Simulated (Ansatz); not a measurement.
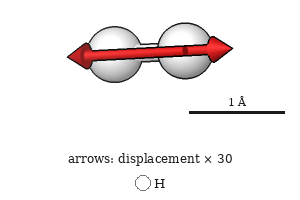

This is a relaxation of H$_{2}$. The starting structure is drawn; red arrows show the displacements, 30 times their true length. The two geometries are superimposed by the best rigid fit.

Style: ball-and-stick. Shown at a tilt.

It is one of the separated products of a reaction.

The calculation used RKS PBE0-D4/def2-TZVP (Ansatz 0.2.0).

The input:
```yaml
crystal:
  periodic: [false, false, false]
  atoms:
    - {symbol: H, position_ang: [-0.324812, -1.485385, 0.034322]}
    - {symbol: H, position_ang: [0.227321, -0.943517, 0.363320]}
basis:
  gaussian: {orbitals: def2-TZVP}
hamiltonian: {xc: pbe0, dispersion: d4}
relax: {f_tol: 0.005, max_steps: 200}
```

Launched with:
```bash
ansatz run in.yaml --threads 2 --pin off --events-out ev --progress --plain --max-ram 4352MiB
```

Question: What happened in the run?

Answer: Over 3 geometry steps the energy falls by 12.8 kJ/mol. The largest force component goes from 1.7 to under 0.0001 eV/Å. The largest moves after the best rigid fit, 0.047 Å, are those of H1 and H2. Near-neighbour distances that change, for instance: H1–H2 0.841 → 0.746 Å.
